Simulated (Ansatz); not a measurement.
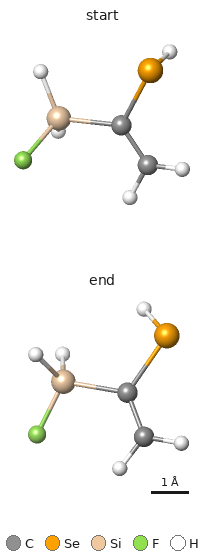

The structure of C₂H₅FSeSi (coarse preliminary run) before (top) and after (bottom) a relaxation, at one scale.

Style: ball-and-stick. Shown at a tilt.

The start comes from a force field.

These are results of RKS PBE-D4/def2-SVP in Ansatz, not measurements. Settings: force threshold 0.03 eV/Å; at most 200 steps.

Summarise the run.

Over 19 accepted moves (22 points after the start) the energy falls by 58.4 kJ/mol. The largest force component goes from 2.8 to 0.012 eV/Å. The line search rejected the trial steps at points 2, 8, 19 of the run. The atom that moves furthest after the best rigid fit is an H atom (1.17 Å). Largest moves by element: H 1.17 Å, F 1.12 Å, Se 0.82 Å, C 0.42 Å, Si 0.14 Å. Some distances before and after: H–Si 1.401 → 1.500 Å, C–H 1.029 → 1.103 Å, F–Si 1.690 → 1.643 Å, C–Si 1.828 → 1.871 Å. Bond angles that change, for instance: F–Si–H 104.9° → 108.8°, C–C–Se 117.7° → 121.3°, C–Si–H 106.5° → 109.7°. Groups turn about C–Si by about 70°, C–Se by about 60°. Cost: 34 s on 4 threads of Arm Neoverse V1, on a shared host.
